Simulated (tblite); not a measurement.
# C6H16BP: the cost of one run

Programs: tblite 0.8.0 and PySCF 2.14.0, with density-fitted response routines of our own. Each step states its level of theory. These are calculated values for one molecule in the gas phase, unless marked as measured. Atoms count from 0, in the outputs and in this text.

## 1. Starting geometry

24 atoms, charge 0, multiplicity 1; geometry from: force field or distance geometry start.

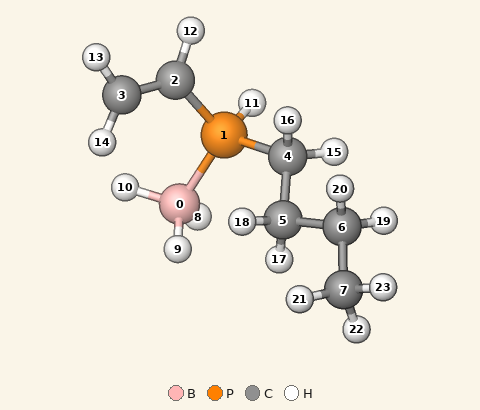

The starting geometry (boron pink, phosphorus orange, carbon grey, hydrogen white), atoms numbered.

## 2. Optimising the geometry with GFN2-xTB

Job settings and geometry (Å):

```
{"job": {"kind": "relax", "xc": "GFN2-xTB", "basis": "xTB"}, "charge": 0, "multiplicity": 1}
B     -1.729700    -0.003400     1.925200
P     -1.591900    -0.856600     0.260100
C     -2.606100    -0.127400    -0.992000
C     -2.943500     1.159500    -1.037200
C      0.070100    -0.978900    -0.369900
C      1.045400     0.024800     0.144200
C      2.379300    -0.276200    -0.554400
C      3.467500     0.670000    -0.105700
H     -1.792400    -0.807500     2.824800
H     -0.910900     0.825400     2.121200
H     -2.787200     0.578700     1.937600
H     -2.049000    -2.201000     0.463200
H     -2.983200    -0.803700    -1.766000
H     -3.568500     1.482500    -1.849400
H     -2.637800     1.901800    -0.305900
H      0.476600    -2.007500    -0.228000
H     -0.003500    -0.812600    -1.484300
H      1.167600     0.029000     1.224500
H      0.776100     1.060000    -0.196600
H      2.633400    -1.332200    -0.308900
H      2.217100    -0.145700    -1.634100
H      3.185900     1.732400    -0.220700
H      3.832200     0.418000     0.934300
H      4.340500     0.490500    -0.774600
```

Command:

```
> OMP_NUM_THREADS=1 python probes_run.py task.json out
```

This one command runs all jobs of the session in turn.

Q: Estimate the wall time of this first job on 1 thread of Arm Neoverse N1, shared host.

About 2 s.
